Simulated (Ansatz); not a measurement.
```json
{"atom": "Ga", "x (Å)": "-4.2270", "y (Å)": "2.0476", "z (Å)": "-0.4432"}
{"atom": "Ga", "x (Å)": "-2.0435", "y (Å)": "-4.2316", "z (Å)": "1.6688"}
{"atom": "Ga", "x (Å)": "1.9885", "y (Å)": "-3.7197", "z (Å)": "-0.3028"}
{"atom": "Ga", "x (Å)": "-0.8374", "y (Å)": "-0.4408", "z (Å)": "-0.3646"}
{"atom": "Ga", "x (Å)": "-1.0556", "y (Å)": "2.2693", "z (Å)": "2.4415"}
{"atom": "Ga", "x (Å)": "1.7316", "y (Å)": "-0.7715", "z (Å)": "2.3505"}
{"atom": "Ga", "x (Å)": "2.0047", "y (Å)": "2.4515", "z (Å)": "-0.2984"}
{"atom": "Ga", "x (Å)": "-1.5395", "y (Å)": "5.1583", "z (Å)": "-0.7169"}
{"atom": "Ga", "x (Å)": "4.6672", "y (Å)": "-0.9827", "z (Å)": "-1.1828"}
{"atom": "As", "x (Å)": "-2.1959", "y (Å)": "-1.7537", "z (Å)": "1.2719"}
{"atom": "As", "x (Å)": "-2.5333", "y (Å)": "0.6539", "z (Å)": "-1.7831"}
{"atom": "As", "x (Å)": "-2.5174", "y (Å)": "3.3925", "z (Å)": "0.7402"}
{"atom": "As", "x (Å)": "0.3127", "y (Å)": "-2.3087", "z (Å)": "-1.5639"}
{"atom": "As", "x (Å)": "0.4349", "y (Å)": "-4.6307", "z (Å)": "1.4493"}
{"atom": "As", "x (Å)": "3.2725", "y (Å)": "-1.9027", "z (Å)": "0.6903"}
{"atom": "As", "x (Å)": "0.4426", "y (Å)": "3.8366", "z (Å)": "-1.6476"}
{"atom": "As", "x (Å)": "3.1658", "y (Å)": "0.9309", "z (Å)": "-1.8972"}
{"atom": "As", "x (Å)": "0.5635", "y (Å)": "0.9647", "z (Å)": "0.9998"}
{"atom": "H", "x (Å)": "-5.0597", "y (Å)": "2.8575", "z (Å)": "-1.5101"}
{"atom": "H", "x (Å)": "-4.8224", "y (Å)": "0.8841", "z (Å)": "0.4537"}
{"atom": "H", "x (Å)": "-2.6271", "y (Å)": "-4.8619", "z (Å)": "0.3434"}
{"atom": "H", "x (Å)": "-2.4909", "y (Å)": "-4.5527", "z (Å)": "3.1400"}
{"atom": "H", "x (Å)": "2.5638", "y (Å)": "-4.8640", "z (Å)": "-1.2191"}
{"atom": "H", "x (Å)": "-1.9238", "y (Å)": "1.1875", "z (Å)": "3.2152"}
{"atom": "H", "x (Å)": "-0.1855", "y (Å)": "3.3680", "z (Å)": "3.1705"}
{"atom": "H", "x (Å)": "0.6112", "y (Å)": "-1.8848", "z (Å)": "2.6118"}
{"atom": "H", "x (Å)": "2.5947", "y (Å)": "-0.1512", "z (Å)": "3.5129"}
{"atom": "H", "x (Å)": "3.0400", "y (Å)": "3.3070", "z (Å)": "0.5209"}
{"atom": "H", "x (Å)": "-2.4458", "y (Å)": "5.4441", "z (Å)": "-1.9796"}
{"atom": "H", "x (Å)": "-0.8147", "y (Å)": "6.2647", "z (Å)": "0.1451"}
{"atom": "H", "x (Å)": "4.6634", "y (Å)": "-2.0236", "z (Å)": "-2.3726"}
{"atom": "H", "x (Å)": "5.9425", "y (Å)": "-0.2641", "z (Å)": "-0.5976"}
{"atom": "H", "x (Å)": "-3.6494", "y (Å)": "-1.4656", "z (Å)": "0.9023"}
{"atom": "H", "x (Å)": "-2.1365", "y (Å)": "-0.9154", "z (Å)": "2.5417"}
{"atom": "H", "x (Å)": "-3.1218", "y (Å)": "-0.4619", "z (Å)": "-2.6449"}
{"atom": "H", "x (Å)": "-1.7606", "y (Å)": "1.3635", "z (Å)": "-2.8907"}
{"atom": "H", "x (Å)": "-3.4369", "y (Å)": "4.2487", "z (Å)": "1.6151"}
{"atom": "H", "x (Å)": "-0.7625", "y (Å)": "-3.1520", "z (Å)": "-2.2445"}
{"atom": "H", "x (Å)": "0.9654", "y (Å)": "-1.7569", "z (Å)": "-2.8263"}
{"atom": "H", "x (Å)": "0.5538", "y (Å)": "-6.1468", "z (Å)": "1.3009"}
{"atom": "H", "x (Å)": "1.1400", "y (Å)": "-4.5074", "z (Å)": "2.7901"}
{"atom": "H", "x (Å)": "4.2819", "y (Å)": "-2.7123", "z (Å)": "1.5063"}
{"atom": "H", "x (Å)": "-0.0094", "y (Å)": "2.9006", "z (Å)": "-2.7677"}
{"atom": "H", "x (Å)": "1.3111", "y (Å)": "4.7337", "z (Å)": "-2.5281"}
{"atom": "H", "x (Å)": "2.0699", "y (Å)": "0.4197", "z (Å)": "-2.8306"}
{"atom": "H", "x (Å)": "3.9042", "y (Å)": "1.7623", "z (Å)": "-2.9446"}
```

Geometry: PBE-D4/def2-SVP.

Theory: RKS PBE0-D4/def2-TZVP (Ansatz 0.2.0).

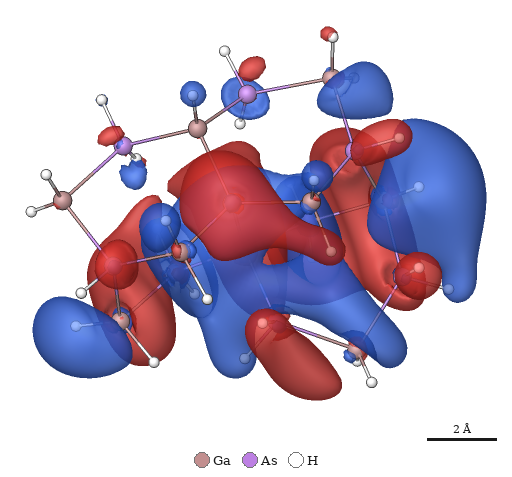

As₉Ga₉H₂₈ (Ga9As9 zinc blende off disc). The LUMO at ±0.03 Å⁻³ᐟ² (red and blue are the two phases), seen across its widest extent.

Q: Describe this orbital and give its energy.

A: It lies mainly on Ga4 (about 15 %), Ga3 (about 15 %), As13 (about 15 %), As11 (about 10 %) and Ga1 (about 5 %). Its energy is −1.60 eV.
